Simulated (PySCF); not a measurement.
# C$_{2}$H$_{9}$NSi$_{3}$ (SMILES N#C[SiH2][SiH2]C[SiH3]): what the fields show

```xyz
15

N     2.8253    1.6688    0.3163
C     2.3116    0.7346    0.7381
Si    1.4261   -0.7936    1.3469
Si   -0.0740   -1.4680   -0.2833
C    -0.7128    0.0169   -1.2848
Si   -1.6372    1.3479   -0.2881
H     2.5286   -1.7194    1.6376
H     0.8595   -0.3620    2.6304
H    -1.2176   -2.1649    0.3260
H     0.5492   -2.4330   -1.2057
H    -1.3668   -0.3487   -2.0774
H     0.1329    0.4910   -1.7858
H    -0.7060    1.9684    0.6559
H    -2.7350    0.7154    0.4499
H    -2.1882    2.3544   -1.1978
```

Geometry: GFN2-xTB.

The calculation used PBE0/pcSseg-1, SCF density, gas phase, non-relativistic in PySCF.

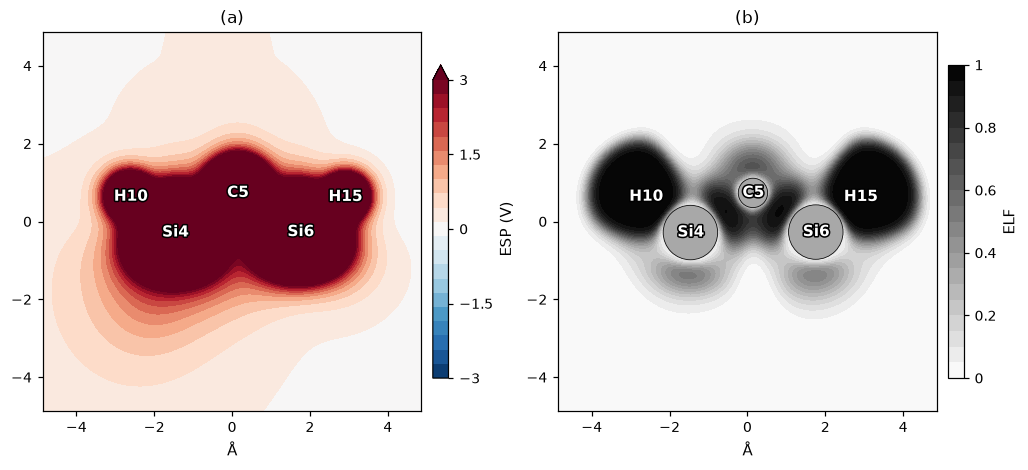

Figure 1. (a) molecular electrostatic potential; (b) ELF on the plane of atoms Si4, C5 and Si6. Grey discs cover the atomic cores in the ELF map.

Question: Describe what can be read from this map.

Answer: The section cuts through Si, C and H sites. Si–H (1.47 Å): the ELF climbs to about 1 towards the hydrogen, as it does in any bond to H. The potential has no marked negative region in this plane.

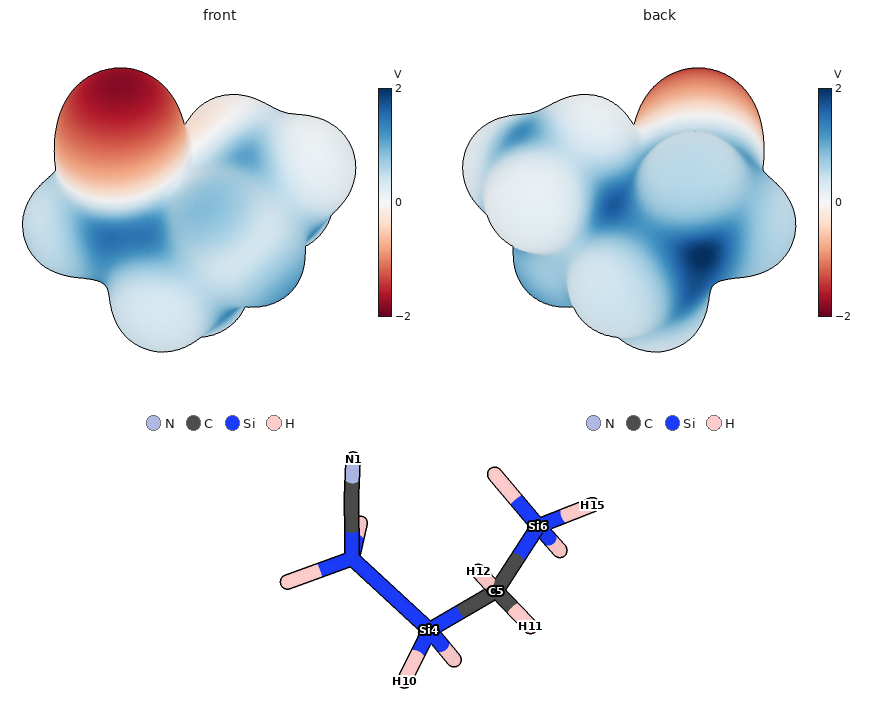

Figure 2. The electrostatic potential painted on the density surface at 0.002 e/bohr³, seen from the front and from behind; red is negative and blue positive. The bare structure is drawn below in the same view.

Question: Where is the surface potential most negative and most positive?

Answer: The most negative region (about −1.8 V) lies over N1, the most positive (about +1.9 V) over Si3. N1 is the likeliest acceptor of a hydrogen bond.

Question: How polar is the molecule by this calculation?

Answer: Its dipole moment is 3.59 D.
